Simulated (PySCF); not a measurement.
# OH (SMILES [OH]): UB3LYP/6-31G(d) (spherical functions)

Aim: the energy change on altering one bond length of OH at UB3LYP/6-31G* (spherical functions), from 2 runs. The job is set up through a Python script.

Program for the calculation: PySCF 2.14.0.

9 further runs of the same task are left out: 2 that didn't finish, 7 set aside as unsound or not needed.

### 1 The system as given

OH has 2 atoms, charge 0, and is taken as a doublet. SMILES: `[OH]`. Geometry: relaxed at PBE0-D4/def2-TZVP.

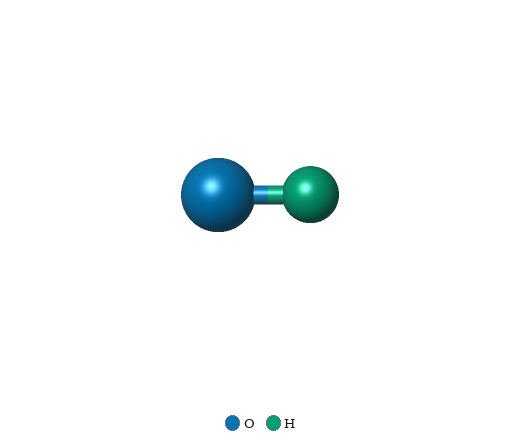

The structure, seen from a chosen angle (oxygen blue, hydrogen teal).

### 2 The energy at UB3LYP/6-31G(d) (spherical functions)

mol.xyz

```xyz
2
HO
O      0.415880    -0.133150     0.214550
H     -0.415880     0.133150    -0.214550
```

calc.py

```python
# [OH]
from pyscf import gto, dft

mol = gto.M(
    atom='mol.xyz',
    spin=1,
    verbose=3,
    basis='6-31g*',
    max_memory=1860,
)

myscf = dft.UKS(mol)
myscf.xc = 'b3lyp'
myscf.conv_tol = 1e-10
myscf.grids.level = 5
myscf.kernel()
if not myscf.converged:
    myscf = myscf.newton().run(myscf.mo_coeff, myscf.mo_occ)

etot = myscf.e_tot
print(f'total energy: {etot:.8f} hartree')
```

On the command line:

```
OMP_NUM_THREADS=1 python calc.py
```

The log of the run:

```text
WARN: HOMO -0.389492977896302 >= LUMO -0.389492977896303

converged SCF energy = -75.7214524991328  <S^2> = 0.75190485  2S+1 = 2.0019039
total energy: -75.72145250 hartree
```

Wall time 1.5 s (1 thread of Arm Neoverse V2, shared host); peak memory 0.17 GiB.

### 3 The distorted shape

start.xyz

```xyz
2

O      1.081264    -0.346182     0.557818
H     -0.415880     0.133150    -0.214550
```

run.py

```python
from pyscf import gto, dft

mol = gto.M(
    atom='start.xyz',
    basis='6-31g*',
    spin=1,
    max_memory=1860,
    verbose=3,
)

mf = dft.UKS(mol)
mf.xc = 'b3lyp'
mf.conv_tol = 1e-10
mf.grids.level = 5
mf.kernel()
if not mf.converged:
    mf = mf.newton().run(mf.mo_coeff, mf.mo_occ)

e_final = mf.e_tot
print(f'total energy: {e_final:.8f} hartree')
```

On the command line:

```
OMP_NUM_THREADS=1 python run.py
```

The log of the run:

```text
SCF not converged.
SCF energy = -75.5889461710272 after 50 cycles  <S^2> = 0.80234151  2S+1 = 2.051674
converged SCF energy = -75.6003926994928  <S^2> = 1.1145201  2S+1 = 2.3362535
total energy: -75.60039270 hartree
```

It took 7.8 s on 1 thread of Arm Neoverse V2, shared host; peak memory 0.26 GiB.

### 4 Summary of results

Level: UB3LYP/6-31G* (spherical functions).

```
                                                         quantity         value
                                        first shape: total energy  -75.72145 Eh
                                       first shape: dipole moment        1.76 D
                  first shape: HOMO energy (highest over α and β)      -8.20 eV
                   first shape: LUMO energy (lowest over α and β)      -4.16 eV
                                                first shape: ⟨S²⟩         0.752
                                    distorted shape: total energy  -75.60039 Eh
                                   distorted shape: dipole moment        1.37 D
              distorted shape: HOMO energy (highest over α and β)      -7.95 eV
               distorted shape: LUMO energy (lowest over α and β)      -3.83 eV
                                            distorted shape: ⟨S²⟩         1.115
energy change with the O1–H2 bond stretched from 0.973 to 1.751 Å      3.294 eV
```

With the O1–H2 bond stretched from 0.973 to 1.751 Å the energy rises by 3.29 eV (318 kJ/mol). The first shape isn't relaxed at this level, so the change isn't measured from a minimum. ⟨S²⟩ (distorted shape) is 1.11 where a pure doublet has 0.75: the reference is spin-contaminated.
